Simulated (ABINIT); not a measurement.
# CdSiS3 (Pm-3m): zone-centre phonons, part 3 of 4

Which modes does CdSiS3 (Pm-3m) have at the zone centre?

ABINIT 10.8.3; DFT LDA, scalar-relativistic, plane waves, PseudoDojo norm-conserving pseudopotentials.

So far. Step 4 (Relaxing the cell and atoms): The volume changes by -0.5 % in this run and stands +8.7 % from the first cell. Step 6 (Zone-centre response): The acoustic modes at Γ come out as far as 3.0 cm⁻¹ from zero, where they should vanish, a small numerical error. The lowest optical mode is imaginary, 197i cm⁻¹, an instability at this level and on this k mesh. The relaxed cell has a = 4.469 Å (conventional setting).

The structure was built from a prototype and need not be the compound's stable phase.

## 7. Modes with the sum rule

anaddb reads the merged derivatives and imposes the acoustic sum rule.

File anaddb.abi:

```
ddb_filepath "gamma_DDB"
output_file "anaddb.abo"
outdata_prefix "anaddb"
asr 1
chneut 1
enunit 2
eivec 1
nph1l 1
qph1l 0.0 0.0 0.0 1.0
```

File mrgddb.in:

```
gamma_DDB
merged
2
dfpt_gammao_DDB
gso_DDB
```

Command:

```
$ mrgddb < mrgddb.in > mrgddb.log
$ OMP_NUM_THREADS=1 anaddb anaddb.abi > anaddb.log
```

anaddb.abo, the main output file:

```text
-outvars_anaddb: echo values of input variables ----------------------

 Miscellaneous information :
      enunit         2
       eivec         1
         asr         1
 First list of wavevector (reduced coord.) :
       nph1l         1
       qph1l
                     0.00000000E+00  0.00000000E+00  0.00000000E+00    1.000E+00

================================================================================

 read the DDB information and perform some checks

  ==== Info on the Cryst% object ====
 Real(R)+Recip(G) space primitive vectors, cartesian coordinates (Bohr,Bohr^-1):
 R(1)=  8.4443050  0.0000000  0.0000000  G(1)=  0.1184230  0.0000000  0.0000000
 R(2)=  0.0000000  8.4443050  0.0000000  G(2)=  0.0000000  0.1184230  0.0000000
 R(3)=  0.0000000  0.0000000  8.4443050  G(3)=  0.0000000  0.0000000  0.1184230
 Unit cell volume ucvol=  6.0213203E+02 bohr^3
 Angles (23,13,12)=  9.00000000E+01  9.00000000E+01  9.00000000E+01 degrees
 Time-reversal symmetry is present
 Reduced atomic positions [iatom, xred, symbol]:
    1)    0.0000000  0.0000000  0.0000000  Cd
    2)    0.5000000  0.5000000  0.5000000  Si
    3)    0.5000000  0.5000000  0.0000000   S
    4)    0.5000000  0.0000000  0.5000000   S
    5)    0.0000000  0.5000000  0.5000000   S

 DDB file with 3 blocks has been read.

================================================================================

 Treat the first list of vectors

  Phonon wavevector (reduced coordinates) :  0.00000  0.00000  0.00000
 Phonon energies in Hartree :
  -8.987074E-04 -8.987074E-04 -8.987074E-04 -5.322551E-04 -5.322551E-04
  -5.322551E-04 -6.162456E-05 -6.162456E-05 -6.162456E-05  1.586425E-07
   1.586569E-07  1.587001E-07  1.805693E-03  1.805693E-03  1.805693E-03
 Phonon energies in meV     :
- -2.445507E+01 -2.445507E+01 -2.445507E+01 -1.448340E+01 -1.448340E+01
- -1.448340E+01 -1.676890E+00 -1.676890E+00 -1.676890E+00  4.316883E-03
-  4.317275E-03  4.318451E-03  4.913540E+01  4.913540E+01  4.913540E+01
 Phonon frequencies in cm-1    :
- -1.972435E+02 -1.972435E+02 -1.972435E+02 -1.168165E+02 -1.168165E+02
- -1.168165E+02 -1.352503E+01 -1.352503E+01 -1.352503E+01  3.481801E-02
-  3.482117E-02  3.483065E-02  3.963037E+02  3.963037E+02  3.963037E+02
 Phonon frequencies in Thz     :
- -5.913210E+00 -5.913210E+00 -5.913210E+00 -3.502071E+00 -3.502071E+00
- -3.502071E+00 -4.054701E-01 -4.054701E-01 -4.054701E-01  1.043818E-03
-  1.043912E-03  1.044197E-03  1.188089E+01  1.188089E+01  1.188089E+01
 Phonon energies in Kelvin  :
- -2.837893E+02 -2.837893E+02 -2.837893E+02 -1.680729E+02 -1.680729E+02
- -1.680729E+02 -1.945950E+01 -1.945950E+01 -1.945950E+01  5.009534E-02
-  5.009989E-02  5.011354E-02  5.701926E+02  5.701926E+02  5.701926E+02

 Eigendisplacements
 (will be given, for each mode : in cartesian coordinates
   for each atom the real part of the displacement vector,
   then the imaginary part of the displacement vector - absolute values smaller than 1.0d-7 are set to zero)
  Mode number    1   Energy   -8.987074E-04
 Attention : low frequency mode.
   (Could be unstable or acoustic mode)
-  1  0.00000000E+00  0.00000000E+00  0.00000000E+00
-     0.00000000E+00  0.00000000E+00  0.00000000E+00
-  2  0.00000000E+00  0.00000000E+00  0.00000000E+00
-     0.00000000E+00  0.00000000E+00  0.00000000E+00
-  3  0.00000000E+00  0.00000000E+00  0.00000000E+00
-     0.00000000E+00  0.00000000E+00  0.00000000E+00
-  4  0.00000000E+00  0.00000000E+00 -2.92470830E-03
-     0.00000000E+00  0.00000000E+00  0.00000000E+00
-  5  0.00000000E+00  0.00000000E+00  2.92470830E-03
-     0.00000000E+00  0.00000000E+00  0.00000000E+00
  Mode number    2   Energy   -8.987074E-04
 Attention : low frequency mode.
   (Could be unstable or acoustic mode)
-  1  0.00000000E+00  0.00000000E+00  0.00000000E+00
-     0.00000000E+00  0.00000000E+00  0.00000000E+00
-  2  0.00000000E+00  0.00000000E+00  0.00000000E+00
-     0.00000000E+00  0.00000000E+00  0.00000000E+00
-  3  0.00000000E+00 -2.92470830E-03  0.00000000E+00
-     0.00000000E+00  0.00000000E+00  0.00000000E+00
-  4  0.00000000E+00  0.00000000E+00  0.00000000E+00
-     0.00000000E+00  0.00000000E+00  0.00000000E+00
-  5  0.00000000E+00  2.92470830E-03  0.00000000E+00
-     0.00000000E+00  0.00000000E+00  0.00000000E+00
  Mode number    3   Energy   -8.987074E-04
 Attention : low frequency mode.
   (Could be unstable or acoustic mode)
-  1  0.00000000E+00  0.00000000E+00  0.00000000E+00
-     0.00000000E+00  0.00000000E+00  0.00000000E+00
-  2  0.00000000E+00  0.00000000E+00  0.00000000E+00
-     0.00000000E+00  0.00000000E+00  0.00000000E+00
-  3  2.92470830E-03  0.00000000E+00  0.00000000E+00
-     0.00000000E+00  0.00000000E+00  0.00000000E+00
-  4 -2.92470830E-03  0.00000000E+00  0.00000000E+00
-     0.00000000E+00  0.00000000E+00  0.00000000E+00
-  5  0.00000000E+00  0.00000000E+00  0.00000000E+00
-     0.00000000E+00  0.00000000E+00  0.00000000E+00
  Mode number    4   Energy   -5.322551E-04
 Attention : low frequency mode.
   (Could be unstable or acoustic mode)
-  1  0.00000000E+00  0.00000000E+00 -8.23030362E-04
-     0.00000000E+00  0.00000000E+00  0.00000000E+00
-  2  0.00000000E+00  0.00000000E+00 -1.97921218E-03
-     0.00000000E+00  0.00000000E+00  0.00000000E+00
-  3  0.00000000E+00  0.00000000E+00 -1.30173173E-04
-     0.00000000E+00  0.00000000E+00  0.00000000E+00
-  4  0.00000000E+00  0.00000000E+00  2.37542129E-03
-     0.00000000E+00  0.00000000E+00  0.00000000E+00
-  5  0.00000000E+00  0.00000000E+00  2.37542129E-03
-     0.00000000E+00  0.00000000E+00  0.00000000E+00
  Mode number    5   Energy   -5.322551E-04
 Attention : low frequency mode.
   (Could be unstable or acoustic mode)
-  1  0.00000000E+00 -8.23030362E-04  0.00000000E+00
-     0.00000000E+00  0.00000000E+00  0.00000000E+00
-  2  0.00000000E+00 -1.97921218E-03  0.00000000E+00
-     0.00000000E+00  0.00000000E+00  0.00000000E+00
-  3  0.00000000E+00  2.37542129E-03  0.00000000E+00
-     0.00000000E+00  0.00000000E+00  0.00000000E+00
-  4  0.00000000E+00 -1.30173173E-04  0.00000000E+00
-     0.00000000E+00  0.00000000E+00  0.00000000E+00
-  5  0.00000000E+00  2.37542129E-03  0.00000000E+00
-     0.00000000E+00  0.00000000E+00  0.00000000E+00
  Mode number    6   Energy   -5.322551E-04
 Attention : low frequency mode.
   (Could be unstable or acoustic mode)
-  1  8.23030362E-04  0.00000000E+00  0.00000000E+00
-     0.00000000E+00  0.00000000E+00  0.00000000E+00
-  2  1.97921218E-03  0.00000000E+00  0.00000000E+00
-     0.00000000E+00  0.00000000E+00  0.00000000E+00
-  3 -2.37542129E-03  0.00000000E+00  0.00000000E+00
-     0.00000000E+00  0.00000000E+00  0.00000000E+00
-  4 -2.37542129E-03  0.00000000E+00  0.00000000E+00
-     0.00000000E+00  0.00000000E+00  0.00000000E+00
-  5  1.30173173E-04  0.00000000E+00  0.00000000E+00
-     0.00000000E+00  0.00000000E+00  0.00000000E+00
  Mode number    7   Energy   -6.162456E-05
 Attention : low frequency mode.
   (Could be unstable or acoustic mode)
-  1  0.00000000E+00  0.00000000E+00 -1.37602545E-03
-     0.00000000E+00  0.00000000E+00  0.00000000E+00
-  2  0.00000000E+00  0.00000000E+00  2.86360870E-03
-     0.00000000E+00  0.00000000E+00  0.00000000E+00
-  3  0.00000000E+00  0.00000000E+00  1.77617918E-03
-     0.00000000E+00  0.00000000E+00  0.00000000E+00
-  4  0.00000000E+00  0.00000000E+00  2.57890884E-04
-     0.00000000E+00  0.00000000E+00  0.00000000E+00
-  5  0.00000000E+00  0.00000000E+00  2.57890884E-04
-     0.00000000E+00  0.00000000E+00  0.00000000E+00
  Mode number    8   Energy   -6.162456E-05
 Attention : low frequency mode.
   (Could be unstable or acoustic mode)
-  1  0.00000000E+00  1.37602545E-03  0.00000000E+00
-     0.00000000E+00  0.00000000E+00  0.00000000E+00
-  2  0.00000000E+00 -2.86360870E-03  0.00000000E+00
-     0.00000000E+00  0.00000000E+00  0.00000000E+00
-  3  0.00000000E+00 -2.57890884E-04  0.00000000E+00
-     0.00000000E+00  0.00000000E+00  0.00000000E+00
-  4  0.00000000E+00 -1.77617918E-03  0.00000000E+00
-     0.00000000E+00  0.00000000E+00  0.00000000E+00
-  5  0.00000000E+00 -2.57890884E-04  0.00000000E+00
-     0.00000000E+00  0.00000000E+00  0.00000000E+00
  Mode number    9   Energy   -6.162456E-05
 Attention : low frequency mode.
   (Could be unstable or acoustic mode)
-  1  1.37602545E-03  0.00000000E+00  0.00000000E+00
-     0.00000000E+00  0.00000000E+00  0.00000000E+00
-  2 -2.86360870E-03  0.00000000E+00  0.00000000E+00
-     0.00000000E+00  0.00000000E+00  0.00000000E+00
-  3 -2.57890884E-04  0.00000000E+00  0.00000000E+00
-     0.00000000E+00  0.00000000E+00  0.00000000E+00
-  4 -2.57890884E-04  0.00000000E+00  0.00000000E+00
-     0.00000000E+00  0.00000000E+00  0.00000000E+00
-  5 -1.77617918E-03  0.00000000E+00  0.00000000E+00
-     0.00000000E+00  0.00000000E+00  0.00000000E+00
  Mode number   10   Energy    1.586425E-07
 Attention : low frequency mode.
   (Could be unstable or acoustic mode)
-  1  0.00000000E+00  0.00000000E+00  1.51962971E-03
-     0.00000000E+00  0.00000000E+00  0.00000000E+00
-  2  0.00000000E+00  0.00000000E+00  1.52878101E-03
-     0.00000000E+00  0.00000000E+00  0.00000000E+00
-  3  0.00000000E+00  0.00000000E+00  1.52615487E-03
-     0.00000000E+00  0.00000000E+00  0.00000000E+00
-  4  0.00000000E+00  0.00000000E+00  1.52253366E-03
-     0.00000000E+00  0.00000000E+00  0.00000000E+00
-  5  0.00000000E+00  0.00000000E+00  1.52253366E-03
-     0.00000000E+00  0.00000000E+00  0.00000000E+00
  Mode number   11   Energy    1.586569E-07
 Attention : low frequency mode.
   (Could be unstable or acoustic mode)
-  1  0.00000000E+00  1.51962971E-03  0.00000000E+00
-     0.00000000E+00  0.00000000E+00  0.00000000E+00
-  2  0.00000000E+00  1.52878101E-03  0.00000000E+00
-     0.00000000E+00  0.00000000E+00  0.00000000E+00
-  3  0.00000000E+00  1.52253366E-03  0.00000000E+00
-     0.00000000E+00  0.00000000E+00  0.00000000E+00
-  4  0.00000000E+00  1.52615487E-03  0.00000000E+00
-     0.00000000E+00  0.00000000E+00  0.00000000E+00
-  5  0.00000000E+00  1.52253366E-03  0.00000000E+00
-     0.00000000E+00  0.00000000E+00  0.00000000E+00
  Mode number   12   Energy    1.587001E-07
 Attention : low frequency mode.
   (Could be unstable or acoustic mode)
-  1  1.51962971E-03  0.00000000E+00  0.00000000E+00
-     0.00000000E+00  0.00000000E+00  0.00000000E+00
-  2  1.52878101E-03  0.00000000E+00  0.00000000E+00
-     0.00000000E+00  0.00000000E+00  0.00000000E+00
-  3  1.52253366E-03  0.00000000E+00  0.00000000E+00
-     0.00000000E+00  0.00000000E+00  0.00000000E+00
-  4  1.52253366E-03  0.00000000E+00  0.00000000E+00
-     0.00000000E+00  0.00000000E+00  0.00000000E+00
-  5  1.52615487E-03  0.00000000E+00  0.00000000E+00
-     0.00000000E+00  0.00000000E+00  0.00000000E+00
  Mode number   13   Energy    1.805693E-03
-  1  0.00000000E+00  0.00000000E+00  5.20738209E-06
-     0.00000000E+00  0.00000000E+00  0.00000000E+00
-  2  0.00000000E+00  0.00000000E+00 -2.25339493E-03
-     0.00000000E+00  0.00000000E+00  0.00000000E+00
-  3  0.00000000E+00  0.00000000E+00  3.40689463E-03
-     0.00000000E+00  0.00000000E+00  0.00000000E+00
-  4  0.00000000E+00  0.00000000E+00 -7.25724371E-04
-     0.00000000E+00  0.00000000E+00  0.00000000E+00
-  5  0.00000000E+00  0.00000000E+00 -7.25724371E-04
-     0.00000000E+00  0.00000000E+00  0.00000000E+00
  Mode number   14   Energy    1.805693E-03
-  1  0.00000000E+00  5.20738209E-06  0.00000000E+00
-     0.00000000E+00  0.00000000E+00  0.00000000E+00
-  2  0.00000000E+00 -2.25339493E-03  0.00000000E+00
-     0.00000000E+00  0.00000000E+00  0.00000000E+00
-  3  0.00000000E+00 -7.25724371E-04  0.00000000E+00
-     0.00000000E+00  0.00000000E+00  0.00000000E+00
-  4  0.00000000E+00  3.40689463E-03  0.00000000E+00
-     0.00000000E+00  0.00000000E+00  0.00000000E+00
-  5  0.00000000E+00 -7.25724371E-04  0.00000000E+00
-     0.00000000E+00  0.00000000E+00  0.00000000E+00
  Mode number   15   Energy    1.805693E-03
-  1  5.20738209E-06  0.00000000E+00  0.00000000E+00
-     0.00000000E+00  0.00000000E+00  0.00000000E+00
-  2 -2.25339493E-03  0.00000000E+00  0.00000000E+00
-     0.00000000E+00  0.00000000E+00  0.00000000E+00
-  3 -7.25724371E-04  0.00000000E+00  0.00000000E+00
-     0.00000000E+00  0.00000000E+00  0.00000000E+00
-  4 -7.25724371E-04  0.00000000E+00  0.00000000E+00
-     0.00000000E+00  0.00000000E+00  0.00000000E+00
-  5  3.40689463E-03  0.00000000E+00  0.00000000E+00
-     0.00000000E+00  0.00000000E+00  0.00000000E+00

 Analysis of degeneracies and characters (maximum tolerance=1.00E-06 a.u.)
 For each vibration mode, or group of modes if degenerate,
 the characters are given for each symmetry operation (see the list in the log file).
 Symmetry characters of vibration mode #   1
       degenerate with vibration modes #   2 to    3
  3.0 -3.0 -1.0  1.0 -1.0  1.0 -1.0  1.0 -1.0  1.0  1.0 -1.0 -1.0  1.0  1.0 -1.0
  0.0 -0.0  0.0 -0.0 -0.0  0.0 -0.0  0.0 -1.0  1.0  1.0 -1.0  1.0 -1.0 -1.0  1.0
  0.0 -0.0 -0.0  0.0 -0.0  0.0  0.0 -0.0 -1.0  1.0 -1.0  1.0  1.0 -1.0  1.0 -1.0
 Symmetry characters of vibration mode #   4
       degenerate with vibration modes #   5 to    6
  3.0 -3.0 -1.0  1.0 -1.0  1.0 -1.0  1.0  1.0 -1.0 -1.0  1.0  1.0 -1.0 -1.0  1.0
 -0.0  0.0 -0.0  0.0  0.0 -0.0  0.0 -0.0  1.0 -1.0 -1.0  1.0 -1.0  1.0  1.0 -1.0
 -0.0  0.0  0.0 -0.0  0.0 -0.0 -0.0  0.0  1.0 -1.0  1.0 -1.0 -1.0  1.0 -1.0  1.0
 Symmetry characters of vibration mode #   7
       degenerate with vibration modes #   8 to    9
  3.0 -3.0 -1.0  1.0 -1.0  1.0 -1.0  1.0  1.0 -1.0 -1.0  1.0  1.0 -1.0 -1.0  1.0
  0.0 -0.0 -0.0  0.0  0.0 -0.0  0.0 -0.0  1.0 -1.0 -1.0  1.0 -1.0  1.0  1.0 -1.0
  0.0 -0.0  0.0 -0.0  0.0 -0.0 -0.0  0.0  1.0 -1.0  1.0 -1.0 -1.0  1.0 -1.0  1.0
 Symmetry characters of vibration mode #  10
       degenerate with vibration modes #  11 to   12
  3.0 -3.0 -1.0  1.0 -1.0  1.0 -1.0  1.0  1.0 -1.0 -1.0  1.0  1.0 -1.0 -1.0  1.0
 -0.0  0.0  0.0 -0.0 -0.0  0.0  0.0 -0.0  1.0 -1.0 -1.0  1.0 -1.0  1.0  1.0 -1.0
 -0.0  0.0 -0.0  0.0  0.0 -0.0  0.0 -0.0  1.0 -1.0  1.0 -1.0 -1.0  1.0 -1.0  1.0
 Symmetry characters of vibration mode #  13
       degenerate with vibration modes #  14 to   15
  3.0 -3.0 -1.0  1.0 -1.0  1.0 -1.0  1.0  1.0 -1.0 -1.0  1.0  1.0 -1.0 -1.0  1.0
  0.0 -0.0  0.0 -0.0 -0.0  0.0 -0.0  0.0  1.0 -1.0 -1.0  1.0 -1.0  1.0  1.0 -1.0
  0.0 -0.0 -0.0  0.0 -0.0  0.0  0.0 -0.0  1.0 -1.0  1.0 -1.0 -1.0  1.0 -1.0  1.0
-
```

Wall time 0.5 s (1 thread of Arm Neoverse V1, shared host).

This step gave:

```yaml
highest_optical_zone_centre_mode_no_lo_to_term: 396.3 cm⁻¹
lowest_optical_zone_centre_mode: -197.2 cm⁻¹
```

No LO-TO term; unit eigenvectors of the mass-weighted matrix, from anaddb's displacements. Modes at Γ, with each element's share of the kinetic energy (negative means imaginary):

| mode | frequency (cm⁻¹) | symmetry | Cd % | Si % | S % |
| --- | --- | --- | --- | --- | --- |
| 1 | -197.2 | T2u | 0 | 0 | 100 |
| 2 | -197.2 | T2u | 0 | 0 | 100 |
| 3 | -197.2 | T2u | 0 | 0 | 100 |
| 4 | -116.8 | T1u | 14 | 20 | 66 |
| 5 | -116.8 | T1u | 14 | 20 | 66 |
| 6 | -116.8 | T1u | 14 | 20 | 66 |
| 7 | -13.5 | T1u | 39 | 42 | 19 |
| 8 | -13.5 | T1u | 39 | 42 | 19 |
| 9 | -13.5 | T1u | 39 | 42 | 19 |
| 10 | 0.0 | acoustic | 47 | 12 | 41 |
| 11 | 0.0 | acoustic | 47 | 12 | 41 |
| 12 | 0.0 | acoustic | 47 | 12 | 41 |
| 13 | 396.3 | T1u | 0 | 26 | 74 |
| 14 | 396.3 | T1u | 0 | 26 | 74 |
| 15 | 396.3 | T1u | 0 | 26 | 74 |

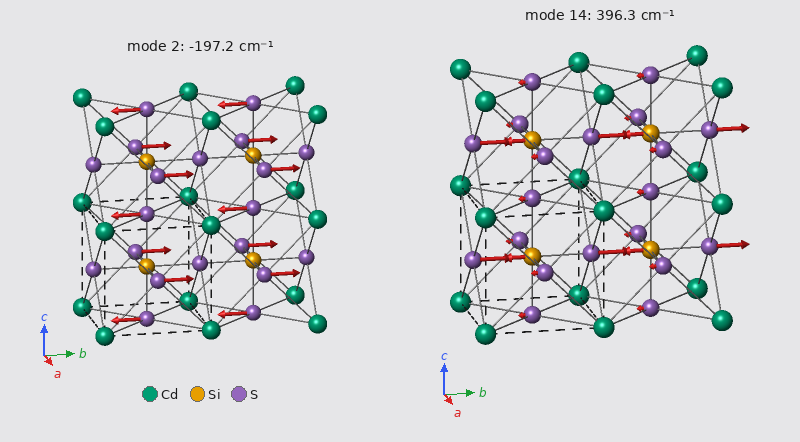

Displacement patterns of modes 2 and 14 at Γ; arrows are exaggerated. 1×2×2 cells are drawn. Some periodic images of atoms are drawn too.

The rule also moves an optical mode by 0.9 cm⁻¹.

(Part 3 of 4 ends here.)

[Host names and launcher messages were left out of these logs when they were recorded.]

[Logs are printed without paths, hosts, clocks, repeated set-up lines and the standing remarks that a program may print on its own settings, such as how far it seeks lower states.]

[Hosts, paths, dates, database ids (printed as entryN), source tags and the programs' standing remarks are cut or masked in the printed files.]
